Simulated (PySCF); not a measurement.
# One shape, several levels: doublet SiH2O+

Aim: a comparison of 6 runs (U-revPBE/def2-TZVPP, UB3LYP/def2-TZVPP, UM06-L/def2-TZVPP, UPBE/def2-TZVPP, USVWN5/def2-TZVPP, UTPSS/def2-TZVPP) of doublet SiH2O+. 

The results are computed with PySCF 2.14.0.

2 further runs of the same task are left out: 2 set aside as unsound or not needed.

### 1 Starting point

The species is SiH2O+ (4 atoms), meant as a doublet with charge +1. As SMILES of the parent species, `O=[SiH2]`. The coordinates come from a PBE0-D4/def2-TZVP relaxation. That shape belongs to the parent species and isn't relaxed for this state.

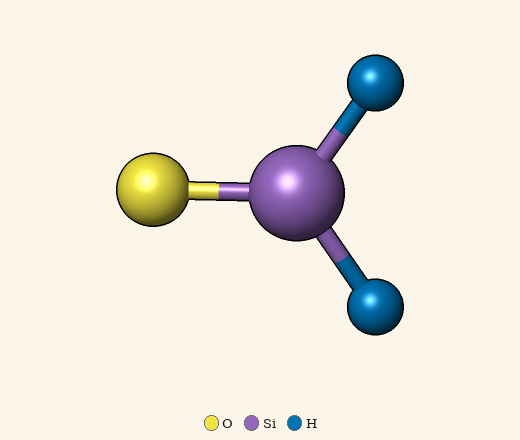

Viewed from a chosen angle; oxygen yellow, silicon purple, hydrogen blue.

### 2 A single-point energy at U-revPBE/def2-TZVPP (run 1)

input.py reads:

```python
from pyscf import gto, dft

molecule = gto.M(
    atom='''
O   -0.283200   0.413500   1.469500
Si  -0.006700   0.009800   0.034900
H    0.439900  -1.346000  -0.376200
H   -0.150000   0.922700  -1.128300
''',
    verbose=4,
    charge=1,
    spin=1,
    max_memory=1860,
    basis='def2-tzvpp',
)

calc0 = dft.UKS(molecule)
calc0.xc = 'revpbe'
calc0.grids.level = 5
calc0.conv_tol = 1e-10
calc0.kernel()
if not calc0.converged:
    calc0 = calc0.newton().run(calc0.mo_coeff, calc0.mo_occ)

etot = calc0.e_tot
print(f'total energy: {etot:.8f} hartree')
```

The run is started by

```bash
$ OMP_NUM_THREADS=1 python input.py
```

Log:

```text
PySCF version 2.14.0

[... 55 lines left out ...]
WARN: HOMO -0.341167434380104 >= LUMO -0.34116743438009
[... 54 lines left out ...]
converged SCF energy = -365.47247642886  <S^2> = 0.75592129  2S+1 = 2.0059126
total energy: -365.47247643 hartree
```

It took 20 s on 1 thread of Arm Neoverse V1, shared host; peak memory 0.5 GiB.

### 3 A single-point energy at UB3LYP/def2-TZVPP (run 2)

geometry.xyz reads:

```xyz
4

O     -0.283200     0.413500     1.469500
Si    -0.006700     0.009800     0.034900
H      0.439900    -1.346000    -0.376200
H     -0.150000     0.922700    -1.128300
```

job.py reads:

```python
from pyscf import gto, dft

mol = gto.M(
    atom='geometry.xyz',
    basis='def2-tzvpp',
    max_memory=1860,
    spin=1,
    verbose=4,
    charge=1,
)

mf = dft.UKS(mol)
mf.xc = 'b3lyp'
mf.conv_tol = 1e-10
mf.grids.level = 5
mf.kernel()
if not mf.converged:
    mf = mf.newton().run(mf.mo_coeff, mf.mo_occ)

e_final = mf.e_tot
print('E(%s) = %.9f' % ('B3LYP', e_final))
```

The run is started by

```bash
$ OMP_NUM_THREADS=1 python job.py
```

Log:

```text
PySCF version 2.14.0

[... 102 lines left out ...]
converged SCF energy = -365.575453530889  <S^2> = 0.75746969  2S+1 = 2.0074558
E(B3LYP) = -365.575453531
```

Run time: 22 s. Hardware: 1 thread of Arm Neoverse V1, shared host; peak memory 0.5 GiB.

Runs 3 to 5 aren't shown in full; the table further down has their settings and results.

### 4 The energy at UTPSS/def2-TZVPP (run 6)

input.xyz reads:

```xyz
4

O     -0.283200     0.413500     1.469500
Si    -0.006700     0.009800     0.034900
H      0.439900    -1.346000    -0.376200
H     -0.150000     0.922700    -1.128300
```

calc.py reads:

```python
from pyscf import gto, dft

system = gto.M(
    atom='input.xyz',
    basis='def2-tzvpp',
    max_memory=1860,
    charge=1,
    spin=1,
    verbose=3,
)

mf = dft.UKS(system)
mf.xc = 'tpss'
mf.conv_tol = 1e-10
mf.grids.level = 5
mf.kernel()
if not mf.converged:
    mf = mf.newton().run(mf.mo_coeff, mf.mo_occ)

etot = mf.e_tot
print(f'total energy: {etot:.8f} hartree')
```

The run is started by

```bash
$ OMP_NUM_THREADS=1 python calc.py
```

Log:

```text
converged SCF energy = -365.58938986416  <S^2> = 0.75664391  2S+1 = 2.0066329
total energy: -365.58938986 hartree
```

Run time: 50 s. Hardware: 1 thread of Arm Neoverse V1, shared host; peak memory 0.56 GiB.

### 5 The series

| run | level | energy (Eh) | HOMO energy (eV) | LUMO energy (eV) | ⟨S²⟩ | wall time |
| --- | --- | --- | --- | --- | --- | --- |
| 1 | U-revPBE/def2-TZVPP | -365.472476 | -16.26 | -14.59 | 0.756 | 20 s |
| 2 | UB3LYP/def2-TZVPP | -365.575454 | -17.57 | -13.61 | 0.757 | 22 s |
| 3 | UM06-L/def2-TZVPP | -365.542885 | -16.63 | -14.23 | 0.759 | 53 s |
| 4 | UPBE/def2-TZVPP | -365.322642 | -16.28 | -14.67 | 0.756 | 20 s |
| 5 | USVWN5/def2-TZVPP | -363.838309 | -16.25 | -15.00 | 0.755 | 14 s |
| 6 | UTPSS/def2-TZVPP | -365.589390 | -16.52 | -14.47 | 0.757 | 50 s |

### 6 What came out

| quantity | value |
| --- | --- |
| run 6: total energy | -365.58939 Eh |
| run 6: HOMO energy (highest over α and β) | -16.52 eV |
| run 6: LUMO energy (lowest over α and β) | -14.47 eV |
| run 6: ⟨S²⟩ | 0.757 |

Totals of different functionals can't be ranked against each other. All runs together took 3 min, the longest 53 s.
